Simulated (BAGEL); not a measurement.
# A workflow on singlet [CH4AlO2]+

Wanted: a single-point energy (singlet [CH4AlO2]+, HF/def2-SVP), then the energy (doublet CH4AlO2, NEVPT2(3,3)/def2-SVP), then a single-point energy (doublet CH4AlO2, CASPT2(3,3)/def2-SVP) of CH4AlO2. 

Program for the calculation: BAGEL 1.2.2.

## 1. The molecule

[CH4AlO2]+: 8 atoms, total charge +1, spin state singlet. As SMILES of the parent species, `C[O][Al][OH]`. The C1–H7 distance was set to 1.752 Å, away from the relaxed value. That shape belongs to the parent species and isn't relaxed for this state. At this shape a bond of the SMILES string is far longer than usual.

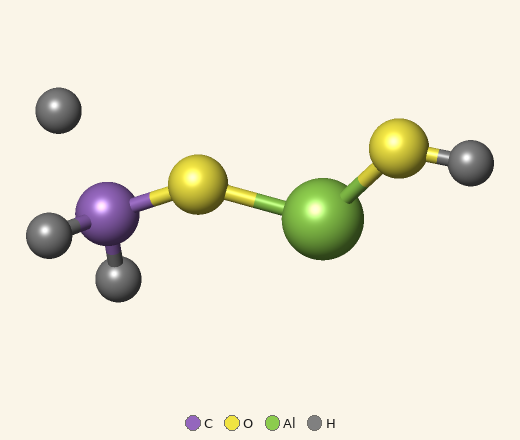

Viewed from a chosen angle; carbon purple, oxygen yellow, aluminium green, hydrogen grey.

## 2. A single-point energy at HF/def2-SVP (density fitting with svp-jkfit) (run 1)

Contents of input.json:

```json
{ "bagel" : [

{
  "title" : "molecule",
  "basis" : "svp",
  "df_basis" : "svp-jkfit",
  "angstrom" : "true",
  "geometry" : [
    { "atom" : "C", "xyz" : [   -0.173696,    1.002528,   -0.956350 ] },
    { "atom" : "O", "xyz" : [   -0.502196,   -0.080872,   -0.142150 ] },
    { "atom" : "Al", "xyz" : [   -0.528996,   -1.762972,   -0.193450 ] },
    { "atom" : "O", "xyz" : [   -1.068296,   -2.555272,    1.211450 ] },
    { "atom" : "H", "xyz" : [    0.194804,    0.694928,   -1.942350 ] },
    { "atom" : "H", "xyz" : [   -1.051796,    1.639028,   -1.107250 ] },
    { "atom" : "H", "xyz" : [    1.070000,    1.971500,   -0.192500 ] },
    { "atom" : "H", "xyz" : [   -1.112696,   -3.509372,    1.261750 ] }
  ]
},
{
  "title" : "hf",
  "charge" : 1
},
{
  "title" : "print",
  "file" : "orbitals.molden",
  "orbitals" : "true"
}

]}
```

The run is started by

```
BAGEL_NUM_THREADS=1 BAGEL input.json > input.out
```

The program printed:

```text
* using 1 threads per process

  ===============================================================
  ===============================================================

  *** Geometry ***

  { "atom" : "C", "xyz" : [     -0.328238,      1.894503,     -1.807240 ] },
  { "atom" : "O", "xyz" : [     -0.949013,     -0.152826,     -0.268625 ] },
  { "atom" : "Al", "xyz" : [     -0.999658,     -3.331534,     -0.365568 ] },
  { "atom" : "O", "xyz" : [     -2.018787,     -4.828764,      2.289309 ] },
  { "atom" : "H", "xyz" : [      0.368126,      1.313224,     -3.670510 ] },
  { "atom" : "H", "xyz" : [     -1.987606,      3.097314,     -2.092399 ] },
  { "atom" : "H", "xyz" : [      2.022007,      3.725595,     -0.363772 ] },
  { "atom" : "H", "xyz" : [     -2.102691,     -6.631752,      2.384362 ] },

  Number of auxiliary basis functions:      429

  Since a DF basis is specified, we compute 2- and 3-index integrals:
    o Being stored without compression. Storage requirement is 0.022 GB

  Number of basis functions:       80
  Number of electrons      :       39

    * METHOD: MOLECULE                             0.17

  *** RHF ***

  === Nuclear Repulsion ===
   147.2087752203

      * DIIS with orbital gradients will be used.

  === RHF iteration (svp) ===
      0       -430.99778092          0.02354166           0.05
      1       -431.12191774          0.01973892           0.04
      2       -431.27518393          0.00138338           0.04
      3       -431.27662080          0.00033001           0.04
      4       -431.27668884          0.00016330           0.04
      5       -431.27670465          0.00004484           0.04
      6       -431.27670744          0.00001742           0.04
      7       -431.27670806          0.00000941           0.04
      8       -431.27670828          0.00000355           0.04
      9       -431.27670832          0.00000132           0.04
     10       -431.27670833          0.00000073           0.04
     11       -431.27670833          0.00000030           0.04
     12       -431.27670833          0.00000015           0.04
     13       -431.27670833          0.00000007           0.04
     14       -431.27670833          0.00000003           0.04
     15       -431.27670833          0.00000001           0.04
     16       -431.27670833          0.00000001           0.04
    * SCF iteration converged.

    * Permanent dipole moment:
           (   -0.482322,     2.275222,     1.955858) a.u.

    * METHOD: HF                                   0.88

    * METHOD: PRINT                                0.02

  ===============================================================
```

Run time: 1.2 s. Hardware: 1 thread of Arm Neoverse V1, shared host; peak memory 0.15 GiB.

## 3. Doublet neutral CH4AlO2: the energy at NEVPT2(3,3)/def2-SVP (density fitting with svp-jkfit) (run 2)

Contents of input.json:

```json
{ "bagel": [

{
  "title": "molecule",
  "basis": "svp",
  "df_basis": "svp-jkfit",
  "angstrom": true,
  "geometry": [
    { "atom": "C", "xyz": [      -0.173696,       1.002528,      -0.956350 ] },
    { "atom": "O", "xyz": [      -0.502196,      -0.080872,      -0.142150 ] },
    { "atom": "Al", "xyz": [      -0.528996,      -1.762972,      -0.193450 ] },
    { "atom": "O", "xyz": [      -1.068296,      -2.555272,       1.211450 ] },
    { "atom": "H", "xyz": [       0.194804,       0.694928,      -1.942350 ] },
    { "atom": "H", "xyz": [      -1.051796,       1.639028,      -1.107250 ] },
    { "atom": "H", "xyz": [       1.070000,       1.971500,      -0.192500 ] },
    { "atom": "H", "xyz": [      -1.112696,      -3.509372,       1.261750 ] }
  ]
},

{ "title": "hf", "charge": 1 },

{ "title": "casscf", "nstate": 1, "nact": 3, "nclosed": 18, "nspin": 1, "active": [19, 20, 23], "maxiter": 200, "natocc": true },

{
  "title": "nevpt2",
  "nstate": 1,
  "nact": 3,
  "nclosed": 18,
  "nspin": 1,
  "active": [19, 20, 23],
  "maxiter": 200,
  "natocc": true,
  "ncore": 8
},

{ "title": "print", "file": "orbitals.molden", "orbitals": true }

]}
```

The run is started by

```
BAGEL_NUM_THREADS=1 BAGEL input.json > input.out
```

The program printed:

```text
* using 1 threads per process

  ===============================================================
  ===============================================================

  *** Geometry ***

  { "atom" : "C", "xyz" : [     -0.328238,      1.894503,     -1.807240 ] },
  { "atom" : "O", "xyz" : [     -0.949013,     -0.152826,     -0.268625 ] },
  { "atom" : "Al", "xyz" : [     -0.999658,     -3.331534,     -0.365568 ] },
  { "atom" : "O", "xyz" : [     -2.018787,     -4.828764,      2.289309 ] },
  { "atom" : "H", "xyz" : [      0.368126,      1.313224,     -3.670510 ] },
  { "atom" : "H", "xyz" : [     -1.987606,      3.097314,     -2.092399 ] },
  { "atom" : "H", "xyz" : [      2.022007,      3.725595,     -0.363772 ] },
  { "atom" : "H", "xyz" : [     -2.102691,     -6.631752,      2.384362 ] },

  Number of auxiliary basis functions:      429

  Since a DF basis is specified, we compute 2- and 3-index integrals:
    o Being stored without compression. Storage requirement is 0.022 GB

  Number of basis functions:       80
  Number of electrons      :       39

    * METHOD: MOLECULE                             0.17

  *** RHF ***

  === Nuclear Repulsion ===
   147.2087752203

      * DIIS with orbital gradients will be used.

  === RHF iteration (svp) ===
      0       -430.99778092          0.02354166           0.04
      1       -431.12191774          0.01973892           0.04
      2       -431.27518393          0.00138338           0.04
      3       -431.27662080          0.00033001           0.04
      4       -431.27668884          0.00016330           0.04
      5       -431.27670465          0.00004484           0.04
      6       -431.27670744          0.00001742           0.04
      7       -431.27670806          0.00000941           0.04
      8       -431.27670828          0.00000355           0.04
      9       -431.27670832          0.00000132           0.04
     10       -431.27670833          0.00000073           0.04
     11       -431.27670833          0.00000030           0.04
     12       -431.27670833          0.00000015           0.04
     13       -431.27670833          0.00000007           0.04
     14       -431.27670833          0.00000003           0.04
     15       -431.27670833          0.00000001           0.04
     16       -431.27670833          0.00000001           0.04
    * SCF iteration converged.

    * Permanent dipole moment:
           (   -0.482322,     2.275222,     1.955858) a.u.

    * METHOD: HF                                   0.87

  ---------------------------
      CASSCF calculation
  ---------------------------

    ==== Active orbitals : =====
         Orbital 19
         Orbital 20
         Orbital 23
    ============================

    * nstate   :      1
    * nclosed  :     18
    * nact     :      3
    * nvirt    :     59
  === CASSCF iteration (svp) ===

    * Using the second-order algorithm

      0  0      -431.55868619     1.12e-02      0.02

      1  0      -431.61008432     2.28e-03      0.25

      2  0      -431.61453846     3.42e-04      0.25

      3  0      -431.61459964     9.30e-05      0.26

      4  0      -431.61460203     2.46e-05      0.25

      5  0      -431.61460217     6.50e-06      0.27

      6  0      -431.61460218     1.72e-06      0.26

      7  0      -431.61460218     4.52e-07      0.27

      8  0      -431.61460218     1.19e-07      0.23

      9  0      -431.61460218     3.12e-08      0.23

     10  0      -431.61460218     8.21e-09      0.21

    * Second-order optimization converged. *

     guess   0:   closed 1..                  open .1.

  === FCI iteration ===

      0  0      -431.57243955     5.62e-02      0.00
      1  0      -431.61420773     4.72e-03      0.00
      2  0      -431.61460031     3.79e-04      0.00
      3  0      -431.61460217     1.98e-05      0.00
      4  0      -431.61460218     6.04e-06      0.00
      5  0      -431.61460218     4.65e-07      0.00
      6  0      -431.61460218     1.69e-08      0.00
      7  0 *    -431.61460218     8.31e-16      0.00

     * ci vector, state   0, <S^2> = 0.7500
       2a.    -0.9700143404
       .a2    -0.2428236105

    * METHOD: CASSCF                               2.61

    * freezing 8 orbitals

  === DF-NEVPT2 calculation ===

    * 3-index integral transformation done
    * assembly done

      NEVPT2 correlation energy:   -0.5365553344      0.16

          (+0)     -0.4620675406
          (+0)'    -0.0138844676
          (+1)     -0.0207748425
          (+1)'    -0.0000520865
          (+2)     -0.0004403115
          (-1)     -0.0345371718
          (-1)'    -0.0001287879
          (-2)     -0.0046701260

      NEVPT2 total energy:       -432.1511575187

    * METHOD: NEVPT2                               0.26

    * METHOD: PRINT                                0.02

  ===============================================================
```

Wall time 4.2 s (1 thread of Arm Neoverse V1, shared host); peak memory 0.15 GiB.

## 4. Doublet neutral CH4AlO2: the energy at CASPT2(3,3)/def2-SVP (density fitting with svp-jkfit) (run 3)

Contents of calc.json:

```json
{ "bagel": [

{
  "title": "molecule",
  "basis": "svp",
  "df_basis": "svp-jkfit",
  "angstrom": "true",
  "geometry": [
    { "atom": "C", "xyz": [      -0.173696,       1.002528,      -0.956350 ] },
    { "atom": "O", "xyz": [      -0.502196,      -0.080872,      -0.142150 ] },
    { "atom": "Al", "xyz": [      -0.528996,      -1.762972,      -0.193450 ] },
    { "atom": "O", "xyz": [      -1.068296,      -2.555272,       1.211450 ] },
    { "atom": "H", "xyz": [       0.194804,       0.694928,      -1.942350 ] },
    { "atom": "H", "xyz": [      -1.051796,       1.639028,      -1.107250 ] },
    { "atom": "H", "xyz": [       1.070000,       1.971500,      -0.192500 ] },
    { "atom": "H", "xyz": [      -1.112696,      -3.509372,       1.261750 ] }
  ]
},

{ "title": "hf", "charge": 1 },

{
  "title": "casscf",
  "nstate": 1,
  "nact": 3,
  "nclosed": 18,
  "charge": 0,
  "nspin": 1,
  "active": [19, 20, 23],
  "maxiter": 200,
  "natocc": "true"
},

{ "title": "print", "file": "orbitals.molden", "orbitals": "true" },

{ "title": "smith", "method": "caspt2", "ms": "true", "xms": "true", "sssr": "true", "shift": 0.2, "shift_imag": "true", "ncore": 8 }

]}
```

The run is started by

```
BAGEL_NUM_THREADS=1 BAGEL calc.json > calc.out
```

The program printed:

```text
* using 1 threads per process

  ===============================================================
  ===============================================================

  *** Geometry ***

  { "atom" : "C", "xyz" : [     -0.328238,      1.894503,     -1.807240 ] },
  { "atom" : "O", "xyz" : [     -0.949013,     -0.152826,     -0.268625 ] },
  { "atom" : "Al", "xyz" : [     -0.999658,     -3.331534,     -0.365568 ] },
  { "atom" : "O", "xyz" : [     -2.018787,     -4.828764,      2.289309 ] },
  { "atom" : "H", "xyz" : [      0.368126,      1.313224,     -3.670510 ] },
  { "atom" : "H", "xyz" : [     -1.987606,      3.097314,     -2.092399 ] },
  { "atom" : "H", "xyz" : [      2.022007,      3.725595,     -0.363772 ] },
  { "atom" : "H", "xyz" : [     -2.102691,     -6.631752,      2.384362 ] },

  Number of auxiliary basis functions:      429

  Since a DF basis is specified, we compute 2- and 3-index integrals:
    o Being stored without compression. Storage requirement is 0.022 GB

  Number of basis functions:       80
  Number of electrons      :       39

    * METHOD: MOLECULE                             0.17

  *** RHF ***

  === Nuclear Repulsion ===
   147.2087752203

      * DIIS with orbital gradients will be used.

  === RHF iteration (svp) ===
      0       -430.99778092          0.02354166           0.04
      1       -431.12191774          0.01973892           0.04
      2       -431.27518393          0.00138338           0.04
      3       -431.27662080          0.00033001           0.04
      4       -431.27668884          0.00016330           0.04
      5       -431.27670465          0.00004484           0.04
      6       -431.27670744          0.00001742           0.04
      7       -431.27670806          0.00000941           0.04
      8       -431.27670828          0.00000355           0.04
      9       -431.27670832          0.00000132           0.04
     10       -431.27670833          0.00000073           0.04
     11       -431.27670833          0.00000030           0.04
     12       -431.27670833          0.00000015           0.04
     13       -431.27670833          0.00000007           0.04
     14       -431.27670833          0.00000003           0.05
     15       -431.27670833          0.00000001           0.04
     16       -431.27670833          0.00000001           0.04
    * SCF iteration converged.

    * Permanent dipole moment:
           (   -0.482322,     2.275222,     1.955858) a.u.

    * METHOD: HF                                   0.87

  ---------------------------
      CASSCF calculation
  ---------------------------

    ==== Active orbitals : =====
         Orbital 19
         Orbital 20
         Orbital 23
    ============================

    * nstate   :      1
    * nclosed  :     18
    * nact     :      3
    * nvirt    :     59
  === CASSCF iteration (svp) ===

    * Using the second-order algorithm

      0  0      -431.55868619     1.12e-02      0.02

      1  0      -431.61008432     2.28e-03      0.25

      2  0      -431.61453846     3.42e-04      0.25

      3  0      -431.61459964     9.30e-05      0.25

      4  0      -431.61460203     2.46e-05      0.26

      5  0      -431.61460217     6.50e-06      0.28

      6  0      -431.61460218     1.72e-06      0.28

      7  0      -431.61460218     4.52e-07      0.28

      8  0      -431.61460218     1.19e-07      0.24

      9  0      -431.61460218     3.12e-08      0.23

     10  0      -431.61460218     8.21e-09      0.21

    * Second-order optimization converged. *

     guess   0:   closed 1..                  open .1.

  === FCI iteration ===

      0  0      -431.57243955     5.62e-02      0.00
      1  0      -431.61420773     4.72e-03      0.00
      2  0      -431.61460031     3.79e-04      0.00
      3  0      -431.61460217     1.98e-05      0.00
      4  0      -431.61460218     6.04e-06      0.00
      5  0      -431.61460218     4.65e-07      0.00
      6  0      -431.61460218     1.69e-08      0.00
      7  0 *    -431.61460218     8.31e-16      0.00

     * ci vector, state   0, <S^2> = 0.7500
       2a.    -0.9700143404
       .a2    -0.2428236105

    * METHOD: CASSCF                               2.66

    * METHOD: PRINT                                0.02

  === SMITH program ===

    * freezing 8 orbitals

    * Approximate memory requirement for SMITH calulation per MPI process:
      o Storage requirement for T-amplitude, lambda, and residual is 0.02 GB
      o Storage requirement for MO integrals is 0.01 GB
    * Calculating and saving rdm4f

    * Zeroth order energy : state  0       -0.8496133882

    * CASPT2 iteration is performed using orthogonal basis

      -------------------------------------------  CASPT2 iteration  ---------------------------------------------------
       #      aibj      arbs      arbi      airj      risj      airs      arst      rist         Etot      error   time
      ------------------------------------------------------------------------------------------------------------------

       0  -0.46119  -0.00569  -0.03640  -0.02227  -0.00063  -0.01297  -0.00016  -0.00006   -0.5393738  0.0010261   0.07
       1  -0.46127  -0.00572  -0.03645  -0.02238  -0.00066  -0.01315  -0.00016  -0.00006   -0.5398472  0.0001509   0.06
       2  -0.46127  -0.00572  -0.03644  -0.02238  -0.00066  -0.01316  -0.00017  -0.00007   -0.5398586  0.0000287   0.06
       3  -0.46127  -0.00572  -0.03644  -0.02238  -0.00066  -0.01316  -0.00016  -0.00006   -0.5398590  0.0000055   0.06
       4  -0.46127  -0.00572  -0.03644  -0.02238  -0.00066  -0.01316  -0.00016  -0.00006   -0.5398590  0.0000009   0.07

      ------------------------------------------------------------------------------------------------------------------

    * CASPT2 energy : state  0     -432.1567794916
        w/o shift correction       -432.1544612173
        reference weight              0.8629090650

    * METHOD: SMITH                                0.51

  ===============================================================
```

Wall time 4.5 s (1 thread of Arm Neoverse V1, shared host); peak memory 0.16 GiB.

## 5. Outcome

| quantity | value |
| --- | --- |
| run 1, HF/def2-SVP: total energy | -431.27671 Eh |
| run 1, HF/def2-SVP: HOMO energy | -14.77 eV |
| run 1, HF/def2-SVP: LUMO energy | -7.44 eV |
| run 1, HF/def2-SVP: HOMO–LUMO gap | 7.33 eV |
| doublet neutral CH4AlO2, run 2: total energy | -432.15116 Eh |
| doublet neutral CH4AlO2, run 3: total energy | -432.15678 Eh |
